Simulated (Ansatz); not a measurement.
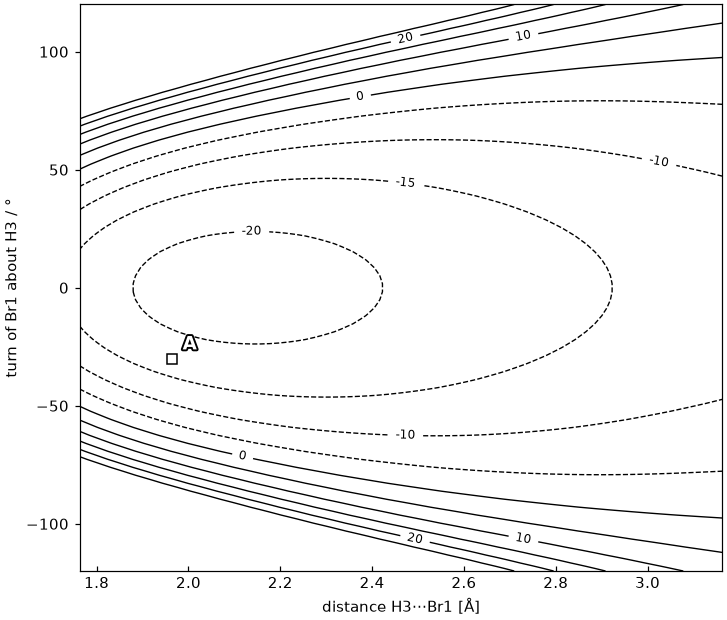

The pair Br···FH, charge −1. 
- The turn is about an axis along (1.00, −0.06, −0.00) in the frame of the relaxed pair, normal to the line between the partners.
- Coordinates scanned: (1) distance H3···Br1; (2) turn of Br1 about H3.
- The grid has 9 × 9 points; 49 points were computed and 32 follow by symmetry.
- Points are written as (first, second).
- All energies are given in kcal/mol relative to the ion and the molecule far apart, frozen as in the relaxed pair, each in its own basis (no counterpoise correction).
- Method: RKS wB97X-V/def2-TZVPD (Ansatz 0.2.0).

Drawn: contour lines labelled in kcal/mol (none above 25), the point A. Between grid points the surface is interpolated.

**Is A at rest? If not, where is it pushed?**

A, at (1.964 Å, −30°), is not a stationary point. The computed force is 16 kcal/mol for each Å towards larger values of distance H3···Br1 and 0.27 kcal/mol for each degree towards larger values of turn of Br1 about H3.
